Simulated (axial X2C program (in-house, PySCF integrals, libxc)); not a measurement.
**Relativistic diatomic calculation for TiF⁻**

- system: TiF⁻, single determinant with M_S = 1 and |Λ| = 0.
- method: PBE0, spin-free X2C-1e, Ti dyall-acv3z, F dyall-av3z (cores contracted) (axial X2C program (in-house, PySCF integrals, libxc))

## Input
```
{"zs": [22, 9], "q": -1, "bas": ["dyall-acv3z", "dyall-av3z"], "levels": ["PBE0", "HF", "PBEsol"], "cc": true, "r0": 2.0, "thr": -1.0, "nmax": 90, "npts": 10, "nst": 2, "ntry": 6}
```

The line is the task of a batch: nuclear charges, charge, bases, the levels to run, a first guess of the distance and further settings. This report covers PBE0 without spin-orbit coupling. The log is that of the reference distance 1.968 Å.

The run was one of a batch that the task file lists, launched with:
```bash
python <driver script> task.json out
```

## The program's output
```
spin-free X2C-1e  PBE0
basis functions 179  fitting functions 970  grid points 5078
iter        total energy     max residual
   1       -951.821313545     1.64e+00
   2       -953.506757168     6.40e-02
   3       -953.428426973     1.47e-01
   4       -953.543151534     9.12e-03
   5       -953.543653574     8.34e-03
   6       -953.544211264     1.97e-03
   7       -953.544262222     1.17e-03
   8       -953.544279579     3.18e-04
   9       -953.544282435     1.34e-04
  10       -953.544283389     5.26e-05
  11       -953.544283763     1.24e-05
  12       -953.544283802     2.67e-06
  13       -953.544283803     7.10e-07
converged
one-electron -1422.28893772  Coulomb 468.24666458  exact exchange -12.89313012  xc functional -39.84927067  nuclear repulsion 53.24039012
```

## The points of the curve

| R (Å) | E (hartree) | dipole (D; origin at the first atom, positive when the second is positive) | highest filled (eV) | lowest empty (eV) |
| --- | --- | --- | --- | --- |
| 1.658 | −953.538553 | 2.61 | 0.53 | 1.66 |
| 1.712 | −953.545962 | 2.30 | 0.51 | 1.67 |
| 1.791 | −953.550451 | 1.82 | 0.46 | 1.68 |
| 1.850 | −953.550291 | 1.44 | 0.43 | 1.69 |
| 1.909 | −953.548026 | 1.05 | 0.40 | 1.70 |
| 1.968 | −953.544284 | 0.64 | 0.36 | 1.71 |
| 2.037 | −953.538661 | 0.16 | 0.32 | 1.71 |
| 2.106 | −953.532207 | −0.33 | 0.27 | 1.72 |
| 2.194 | −953.523311 | −0.97 | 0.21 | 1.73 |
| 2.303 | −953.512221 | −1.76 | 0.13 | 1.74 |
| 2.460 | −953.496771 | −2.91 | 0.02 | 1.75 |

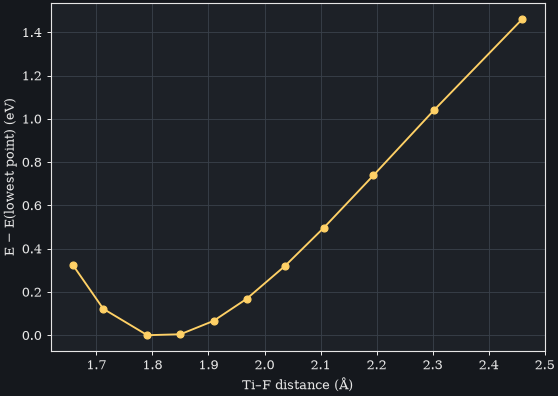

Energy at 11 bond lengths, for one set of occupations held fixed; the line joins the points. A polynomial of degree 6 through 9 points gives rₑ = 1.816 Å, ωₑ = 627.7 cm⁻¹, ωₑxₑ = 4.0 cm⁻¹ and Bₑ = 0.3757 cm⁻¹. The minimum lies 3.71 eV below Ti + F⁻, each computed as one determinant at the same level.

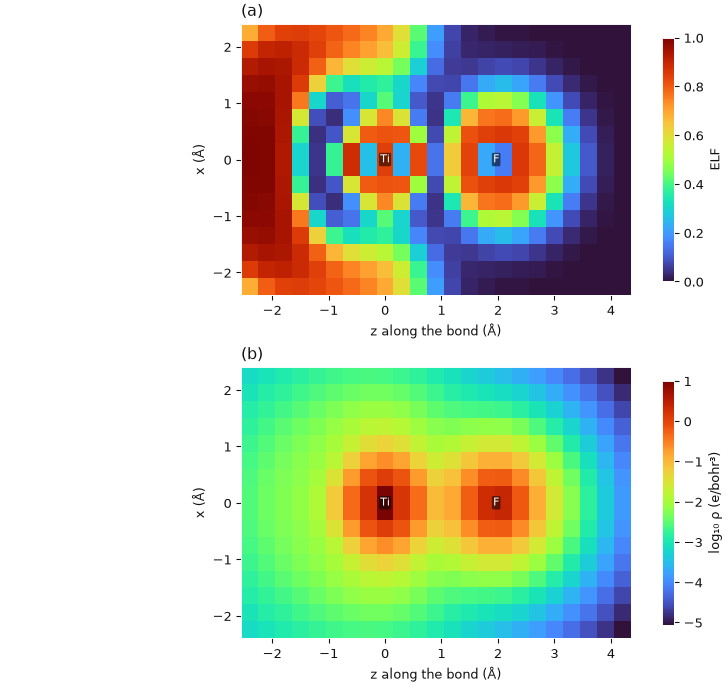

(a) electron localisation function; (b) electron density on a logarithmic scale, in a plane that holds the axis, at 1.97 Å, on points 0.3 Å apart (one half computed, the other mirrored); the structure near the nuclei is finer than these points.

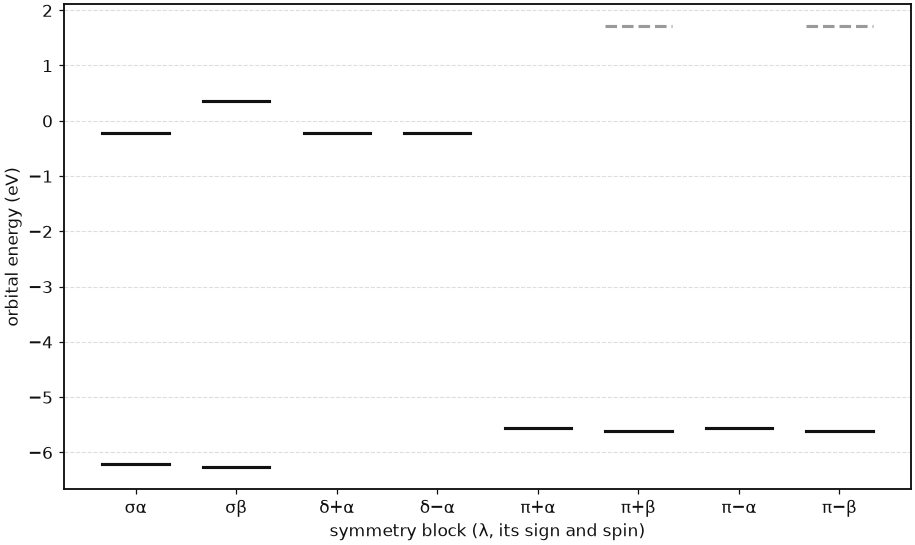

Orbital energies near the frontier at 1.97 Å, filled (solid) and empty (dashed); a label such as π−α means λ = −1 and α spin. The highest filled orbital (σβ; 73 % Ti s, 22 % Ti p) lies at 0.36 eV, the lowest empty one (π+β; 100 % Ti p) at 1.71 eV. A filled level above zero is held only by the finite basis .

## Summary

- outcome: converged; a filled level lies above zero
- bond length rₑ: 1.816 Å
- ωₑ: 627.7 cm⁻¹
- energy at the minimum: −953.55069 hartree
- depth below the fragments: 3.71 eV
- largest ⟨S²⟩ along the curve: 2.44
- hardware: 1 thread of Arm Neoverse V1, 112 GiB of memory available, shared host
- wall time: 7.1 s
- peak memory: 0.75 GiB

## Remarks

The highest filled level (PBE0, up to 0.53 eV) lies above zero. That is common for anions, where the functional's self-interaction leaves the outer electrons unbound; only the finite basis holds them, so such levels depend on it. ⟨S²⟩ reaches 2.44 where a pure state of this multiplicity has 2.00, so the determinant is spin-contaminated.
